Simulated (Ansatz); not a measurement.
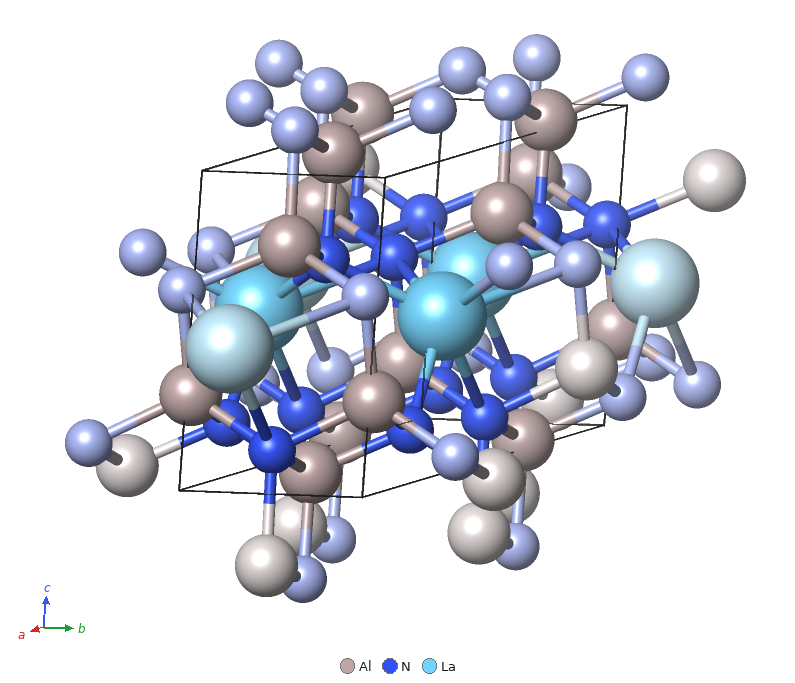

Ball-and-stick representation of a periodic structure, projected slightly off an axis. The conventional unit cell is outlined; an atom on or near a face, edge or corner is repeated at each equivalent position. Every bond is drawn to its end, so some atoms lie outside the box, in fainter colours.

LaAl3N4, space group Cm (No. 8), a = 12.230 Å, b = 3.297 Å, c = 5.456 Å, α = 90.00°, β = 102.24°, γ = 90.00°. Provenance: a structure type filled with these elements by a generator (whether the compound takes this form wasn't checked). Earlier steps of the study may have refined or changed the cell and positions. It went into a calculation with Ansatz.

This one geometry was computed with Ansatz (DFT, plane waves, PAW) at five levels of theory: PBE0, r2SCAN, PBE, HSE06 and PBE with spin-orbit coupling. It was relaxed beforehand with r2SCAN.

Question: Which level gives the highest pressure at this volume, and what does that say about its equilibrium volume?

Answer: Highest: PBE (2.9 GPa) and PBE with spin-orbit coupling (2.9 GPa), which points to the largest equilibrium volume. Lowest, with the smallest volume: PBE0 (-0.8 GPa) and HSE06 (-0.7 GPa). Levels within 0.5 GPa of each other can't be told apart.

Question: How does the band gap change with the level of theory?

Answer: PBE with spin-orbit coupling: a gap of 1.99 eV, indirect; PBE: a gap of 2.03 eV, indirect; r2SCAN: a gap of 2.42 eV, indirect; HSE06: a gap of 3.24 eV, indirect; PBE0: a gap of 3.95 eV, indirect.

Question: Collect the results in a table.

Answer:
| level | cutoff (eV) | k-mesh of the run's cell | gap (eV) | pressure (GPa) |
| --- | --- | --- | --- | --- |
| PBE0 | 420 | 4×4×4 | 3.95 | -0.8 |
| r2SCAN | 500 | 8×8×6 | 2.42 | 0.0 |
| PBE | 420 | 8×8×6 | 2.03 | 2.9 |
| HSE06 | 420 | 4×4×4 | 3.24 | -0.7 |
| PBE with spin-orbit coupling | 420 | 8×8×6 | 1.99 | 2.9 |

Gaps are taken on the k-mesh or band path of each run.
